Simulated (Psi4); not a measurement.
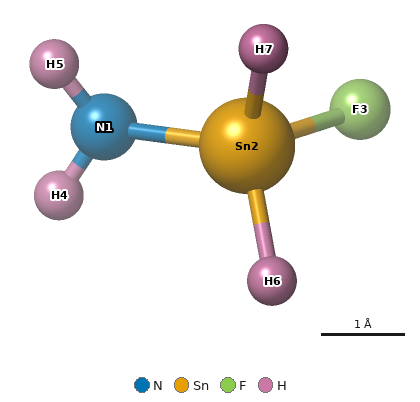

The structure (ball-and-stick view, seen at a tilt; atoms are numbered from 1 in the order of the input). Sticks mark near contacts.

# Energy and gradient calculation of SnNH4F (part 1 of 2)

SnNH4F, multiplicity 3, SMILES [NH2][SnH2][F], computed with HSE06/def2-SVP, UKS, core potentials def2 (Psi4 1.11).

The geometry is that of the parent species in another charge or spin state. The geometry comes from this level: PBE0-D4/def2-TZVP.

The program's output:
```
Psi4 1.11 release

gradient() will perform analytic gradient computation.

   => Loading Basis Set <=

    Name: DEF2-SVP
    Role: ORBITAL
    Keyword: BASIS

    !!!  WARNING: ECP capability is in beta. Please check occupations closely.  !!!

         ---------------------------------------------------------
                                   SCF
                              UKS Reference
                        1 Threads,   2098 MiB Core
         ---------------------------------------------------------

  ==> Geometry <==

    Molecular point group: c1
    Full point group: C1

    Geometry (in Angstrom), charge = 0, multiplicity = 3:

       Center              X                  Y                   Z               Mass
    ------------   -----------------  -----------------  -----------------  -----------------
         N           -0.000022398116     0.213102109302    -1.854396453082    14.003074004430
         SN          -0.000022398116     0.213102109302     0.140574546918   119.902201630000
         F           -0.000022398116    -1.645334228752     0.644588783980    18.998403162730
         H           -0.825114954951     0.552858818350    -2.323628026568     1.007825032230
         H            0.829304705994     0.541459764153    -2.324035241185     1.007825032230
         H           -1.464724087148     0.804456213133     0.767470084871     1.007825032230
         H            1.463932499709     0.803307653034     0.770422742048     1.007825032230

  Running in c1 symmetry.

  Rotational constants: A =      0.36173  B =      0.17799  C =      0.12976 [cm^-1]
  Rotational constants: A =  10844.29215  B =   5336.01168  C =   3890.17766 [MHz]
  Nuclear repulsion =  145.283363463681155

  Charge       = 0
  Multiplicity = 3
  Electrons    = 42
  Nalpha       = 22
  Nbeta        = 20

  ==> Algorithm <==

  SCF Algorithm Type is PK.
  DIIS enabled.
  MOM disabled.
  Fractional occupation disabled.
  Guess Type is SAD.
  Energy threshold   = 1.00e-09
  Density threshold  = 1.00e-08
  Integral threshold = 1.00e-12

  ==> Primary Basis <==

  Basis Set: DEF2-SVP
    Blend: DEF2-SVP
    Number of shells: 34
    Number of basis functions: 74
    Number of Cartesian functions: 78
    Spherical Harmonics?: true
    Max angular momentum: 2

  Core potential: DEF2-SVP
    Number of shells: 4
    Number of ECP primitives: 18
    Number of ECP core electrons: 28
    Max angular momentum: 3

  ==> DFT Potential <==

   => LibXC <=

    Version 7.1.2

   => Composite Functional: HSE06 <=

    HSE06 Hyb-GGA Exchange-Correlation Functional

    Deriv               =              1
    GGA                 =           TRUE
    Meta                =          FALSE

    Exchange Hybrid     =           TRUE
    MP2 Hybrid          =          FALSE

   => Exchange Functionals <=

    1.0000   short-range part of the PBE (default w=0 gives PBEh) [omega = 0.1100]
    -0.2500   short-range part of the PBE (default w=0 gives PBEh) [omega = 0.1100]

   => Exact (HF) Exchange <=

    -0.2500            HF,LR [omega = 0.1100]
    0.2500               HF

   => Correlation Functionals <=

    1.0000   Perdew, Burke & Ernzerhof

   => LibXC Density Thresholds  <==

    XC_HYB_GGA_XC_HSE06:  1.00E-15

   => Molecular Quadrature <=

    Radial Scheme          =       TREUTLER
    Pruning Scheme         =           NONE
    Nuclear Scheme         =       TREUTLER

    Blocking Scheme        =         OCTREE
    BS radius alpha        =              1
    Pruning alpha          =              1
    Radial Points          =             99
    Spherical Points       =            590
    Total Points           =         390087
    Total Blocks           =           2806
    Max Points             =            256
    Max Functions          =             73
    Weights Tolerance      =       1.00E-15

  ==> Integral Setup <==

  Using in-core PK algorithm.
   Calculation information:
      Number of atoms:                   7
      Number of AO shells:              34
      Number of primitives:             67
      Number of atomic orbitals:        78
      Number of basis functions:        74

      Integral cutoff                 1.00e-12
      Number of threads:                 1

  Performing in-core PK
  Using 11555100 doubles for integral storage.
  We computed 169141 shell quartets total.
  Whereas there are 177310 unique shell quartets.

  Computing range-separated integrals for PK
  We computed 169141 wK shell quartets total.
  Whereas there are 177310 wK unique shell quartets.

  ==> DiskJK: Disk-Based J/K Matrices <==

    J tasked:                  Yes
    K tasked:                  Yes
    wK tasked:                 Yes
    Omega:               1.100E-01
    Memory [MiB]:              907
    Schwarz Cutoff:          1E-12

  Cached 100.0% of DFT collocation blocks in 0.650 [GiB].

  Minimum eigenvalue in the overlap matrix is 2.3444194174E-02.
  Reciprocal condition number of the overlap matrix is 5.0936119975E-03.
    Using symmetric orthogonalization.

  ==> Pre-Iterations <==

  SCF Guess: Superposition of Atomic Densities via on-the-fly atomic UHF (no occupation information).

   -------------------------
    Irrep   Nso     Nmo
   -------------------------
     A         74      74
   -------------------------
    Total      74      74
   -------------------------

  ==> Iterations <==

                        Total Energy        Delta E     RMS |[F,P]|

   @UKS iter SAD:  -369.36622585615709   -3.69366e+02   0.00000e+00
   @UKS iter   1:  -370.33328775818148   -9.67062e-01   1.31522e-02 ADIIS/DIIS
   @UKS iter   2:  -368.10534740088781    2.22794e+00   2.56225e-02 ADIIS/DIIS
   @UKS iter   3:  -370.63936729397864   -2.53402e+00   6.09704e-03 ADIIS/DIIS
   @UKS iter   4:  -370.51126282262305    1.28104e-01   9.68573e-03 ADIIS/DIIS
   @UKS iter   5:  -370.74945627738930   -2.38193e-01   4.16450e-03 ADIIS/DIIS
   @UKS iter   6:  -370.80803234001581   -5.85761e-02   2.42973e-03 ADIIS/DIIS
   @UKS iter   7:  -370.82577255989418   -1.77402e-02   1.15470e-03 ADIIS/DIIS
   @UKS iter   8:  -370.83236697080321   -6.59441e-03   4.86525e-04 ADIIS/DIIS
   @UKS iter   9:  -370.83349808893172   -1.13112e-03   1.31294e-04 ADIIS/DIIS
   @UKS iter  10:  -370.83357452076802   -7.64318e-05   3.20104e-05 DIIS
   @UKS iter  11:  -370.83358162760112   -7.10683e-06   7.18962e-06 DIIS
   @UKS iter  12:  -370.83358231443771   -6.86837e-07   3.91076e-06 DIIS
   @UKS iter  13:  -370.83358256270054   -2.48263e-07   2.81139e-06 DIIS
   @UKS iter  14:  -370.83358264998589   -8.72853e-08   5.91824e-07 DIIS
   @UKS iter  15:  -370.83358266104688   -1.10610e-08   3.10137e-07 DIIS
   @UKS iter  16:  -370.83358266152732   -4.80441e-10   6.90074e-08 DIIS
   @UKS iter  17:  -370.83358266157671   -4.93969e-11   1.96732e-08 DIIS
   @UKS iter  18:  -370.83358266159513   -1.84173e-11   5.59052e-09 DIIS
  Energy and wave function converged.

  ==> Post-Iterations <==

   Electrons on quadrature grid:
      Nalpha   =   21.9999961656 ; deviation = -3.834e-06
      Nbeta    =   19.9999965325 ; deviation = -3.468e-06
      Ntotal   =   41.9999926981 ; deviation = -7.302e-06

   @Spin Contamination Metric:   3.575441357E-03
   @S^2 Expected:                2.000000000E+00
   @S^2 Observed:                2.003575441E+00
   @S   Expected:                1.000000000E+00
   @S   Observed:                1.000000000E+00

    Orbital Energies [Eh]
    ---------------------

    Alpha Occupied:

       1A    -24.686104     2A    -14.493533     3A     -5.146498
       4A     -3.482590     5A     -3.479370     6A     -3.476082
       7A     -1.116944     8A     -1.061506     9A     -1.045990
      10A     -1.044177    11A     -1.041022    12A     -1.019328
      13A     -0.954434    14A     -0.585283    15A     -0.559084
      16A     -0.452421    17A     -0.432790    18A     -0.373438
      19A     -0.371391    20A     -0.349889    21A     -0.319327
      22A     -0.076142

    Alpha Virtual:

      23A     -0.021508    24A      0.006247    25A      0.052254
      26A      0.053782    27A      0.059263    28A      0.160252
      29A      0.203160    30A      0.237652    31A      0.263499
      32A      0.316726    33A      0.358085    34A      0.435282
      35A      0.445224    36A      0.523021    37A      0.575657
      38A      0.598143    39A      0.661636    40A      0.687738
      41A      0.718863    42A      0.792335    43A      0.811246
      44A      0.884942    45A      1.190984    46A      1.257622
      47A      1.263983    48A      1.285511    49A      1.414564
      50A      1.479822    51A      1.481141    52A      1.587123
      53A      1.604130    54A      1.687467    55A      1.720973
      56A      1.743899    57A      1.834507    58A      1.929938
      59A      1.994607    60A      2.041314    61A      2.372475
      62A      2.442259    63A      2.607212    64A      2.982220
      65A      3.138982    66A      3.140640    67A      3.154134
      68A      3.159324    69A      3.224497    70A      3.244221
      71A     14.921556    72A     15.072689    73A     15.477351
      74A     51.938081

    Beta Occupied:

       1A    -24.684889     2A    -14.464231     3A     -5.144738
       4A     -3.480509     5A     -3.477736     6A     -3.475081
       7A     -1.114213     8A     -1.053856     9A     -1.043919
      10A     -1.041870    11A     -1.039185    12A     -1.015996
      13A     -0.890370    14A     -0.561282    15A     -0.538830
      16A     -0.419850    17A     -0.370189    18A     -0.368981
      19A     -0.344671    20A     -0.307807

    Beta Virtual:

      21A     -0.220361    22A     -0.014694    23A      0.000672
      24A      0.024498    25A      0.074791    26A      0.076630
      27A      0.087495    28A      0.171939    29A      0.211055
      30A      0.252153    31A      0.277349    32A      0.326608
      33A      0.378423    34A      0.447836    35A      0.455397
      36A      0.549799    37A      0.594926    38A      0.616532
      39A      0.697121    40A      0.735383    41A      0.772795
      42A      0.816989    43A      0.832427    44A      0.924462
      45A      1.219781    46A      1.260636    47A      1.271006
      48A      1.288651    49A      1.434377    50A      1.492128
      51A      1.496464    52A      1.598936    53A      1.618263
      54A      1.699953    55A      1.738990    56A      1.752679
      57A      1.848208    58A      1.942416    59A      2.061122
      60A      2.072975    61A      2.450921    62A      2.516443
      63A      2.640020    64A      3.024397    65A      3.140484
      66A      3.141779    67A      3.155883    68A      3.162453
      69A      3.247131    70A      3.248042    71A     14.923899
      72A     15.075344    73A     15.481206    74A     51.939438

    Final Occupation by Irrep:
              A
    DOCC [    20 ]
    SOCC [     2 ]
    NA   [    22 ]
    NB   [    20 ]

  @UKS Final Energy:  -370.83358266159513

   => Energetics <=

    Nuclear Repulsion Energy =            145.2833634636811553
    One-Electron Energy =                -881.4153692654806491
    Two-Electron Energy =                 393.9433048925587855
    DFT Exchange-Correlation Energy =     -28.6448817523543724
    Empirical Dispersion Energy =           0.0000000000000000
    VV10 Nonlocal Energy =                  0.0000000000000000
    Total Energy =                       -370.8335826615951305

  UHF NO Occupations:
  HONO-2 :   20  A 1.9989305
  HONO-1 :   21  A 1.0000000
  HONO-0 :   22  A 1.0000000
  LUNO+0 :   23  A 0.0010695
  LUNO+1 :   24  A 0.0002645
  LUNO+2 :   25  A 0.0001811
  LUNO+3 :   26  A 0.0001275

Computation Completed

Properties will be evaluated at   0.000000,   0.000000,   0.000000 [a0]

Properties computed using the SCF density matrix

 Multipole Moments:

 ------------------------------------------------------------------------------------
     Multipole            Electronic (a.u.)      Nuclear  (a.u.)        Total (a.u.)
 ------------------------------------------------------------------------------------

 L = 1.  Multiply by 2.5417464519 to convert [e a0] to [Debye]
 Dipole X            :         -0.0045822            0.0048132            0.0002310
 Dipole Y            :         12.0946487          -11.1984498            0.8961989
 Dipole Z            :         12.4326153          -13.5996154           -1.1670001
 Magnitude           :                                                    1.4714149

 ------------------------------------------------------------------------------------

	total time  =         33 seconds =       0.55 minutes

         ------------------------------------------------------------
                                   SCF GRAD
         ------------------------------------------------------------

  ==> Geometry <==

    Molecular point group: c1
    Full point group: C1

    Geometry (in Angstrom), charge = 0, multiplicity = 3:
```
